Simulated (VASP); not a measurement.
Band structure of La (dhcp). These are vdW-DF2, VASP's PBE PAW potentials (set 64) (plane waves; VASP 6.6.1) values and carry that method's errors.

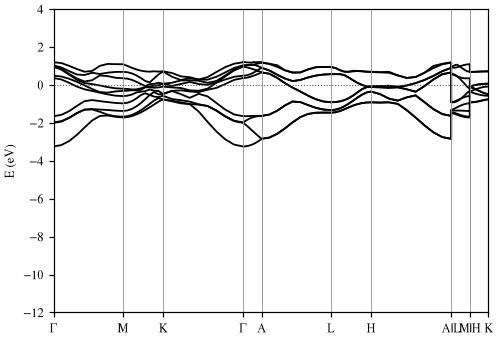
Figure: Bands along high-symmetry lines, zero at the valence-band maximum or, without a gap, the Fermi level

Problem. Read the plot: is there a gap, and where are the band edges?

Solution. It has no gap at this level: it comes out as a metal or semimetal. (Edges off the drawn lines would not show.)

The compound is La in the dhcp structure. It was relaxed first, which changed the volume by +9 %.
